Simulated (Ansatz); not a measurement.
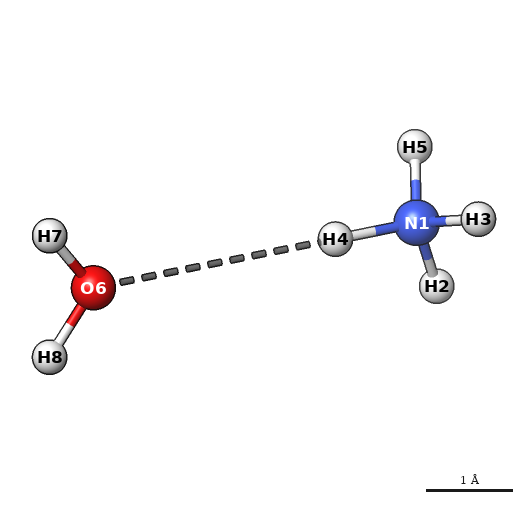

Two molecules or ions; the broken line marks their closest contact (measured against van der Waals radii). Charge +1, singlet. Geometry: a pair of rigid molecules at a changed separation. Program: Ansatz 0.2.0.

Question: Which two species are they?

Answer: NH4 and H2O (`O.[NH4+]`).

Question: How long is the contact?

Answer: H4···O6 is 3.18 Å.

Give the counterpoise-corrected interaction energy (kJ/mol, monomers kept as in the pair) with RHF-CCSD(T) (frozen core)/def2-TZVPPD; B3LYP-D4/def2-TZVPPD.

| level | interaction energy (kJ/mol) |
| --- | --- |
| RHF-CCSD(T) (frozen core)/def2-TZVPPD | −34.7 |
| B3LYP-D4/def2-TZVPPD | −35.5 |
